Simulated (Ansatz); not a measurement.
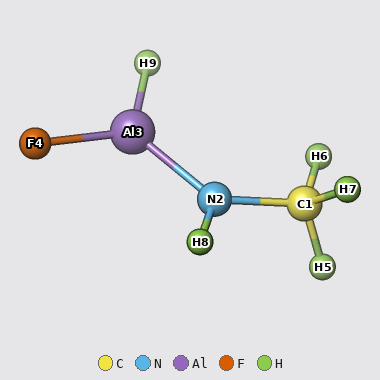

The system is CH₅AlFN (SMILES C[NH][AlH][F]) with the probe H; the picture shows it without the atoms that are moved over the map. The probe is moved over the molecule's main plane. First axis: x of the probe's H atom. Second axis: y of the probe's H atom. Nothing is relaxed (molecule and probe rigid). The scan uses a 19 × 17 grid. At 35 points there is no value (left out of the scan, as a rule where atoms come close). Points are written as (first, second). Energies are in kcal/mol, from the lowest grid point. Energies and slopes of some neighbouring points disagree (a jump in structure or state, or too coarse a mesh). These are results of UHF/def2-SVP (Ansatz), not measurements.

Range: x of the probe's H atom from −5.22 to 5.22 Å; y of the probe's H atom from −4.64 to 4.64 Å.

What will the energy surface look like?

The lowest grid point is at (−5.22 Å, −1.74 Å) [nearest 1 F at 3.40 Å]. It lies at the edge of the scanned range, so the true minimum may lie outside. The same energy is found at (−4.64 Å, −2.90 Å) [nearest 1 F at 3.62 Å]. The highest grid point, (1.16 Å, −1.16 Å) [nearest 1 H at 0.52 Å], lies 237.6 kcal/mol above the lowest.

```
y of the probe's H atom ↓, x of the probe's H atom →  −5.22  −4.06  −2.90  −1.74  −0.58   0.58  1.74   2.90  4.06  5.22
                                                4.06    0.0    0.0    0.2    1.7    2.9    1.2   0.2    0.1   0.0   0.0
                                                2.90    0.0    0.1    1.9   15.0   29.7   10.1   4.1    2.6   0.4   0.0
                                                1.74    0.0    0.6    7.8   42.6      –   30.9  59.9   36.0   3.4   0.1
                                                0.58    0.0    3.6   56.3      –      –  147.9     –  154.2  11.9   0.4
                                               −0.58    0.0    5.4  100.1      –      –      –     –  146.9  14.4   0.6
                                               −1.74    0.0    1.0   12.5   19.6   24.0      –  39.4   14.9   3.0   0.2
                                               −2.90    0.0    0.0    0.3    0.6    1.9    5.6   2.6    0.7   0.2   0.0
                                               −4.06    0.0    0.0    0.0    0.0    0.1    0.1   0.1    0.0   0.0   0.0
```

The table holds every second grid line.

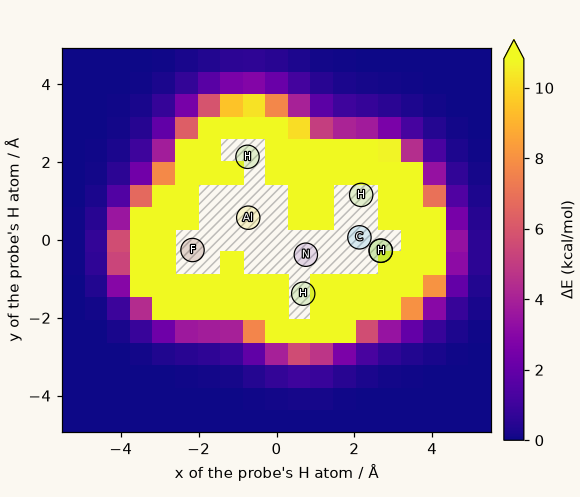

Drawn: one coloured cell a grid point, labelled circles for the molecule's atoms, projected on the plane, one colour for all values above the top of the scale, hatched blanks where no value was computed.

Each point was launched as `ansatz run input.yaml --threads 1 --pin off --max-ram 2560MiB --backend cpu --events-out ev --progress --plain --runs-dir out`. The whole map (288 points run) took 11 min on 1 thread of Arm Neoverse V1, on a shared host.
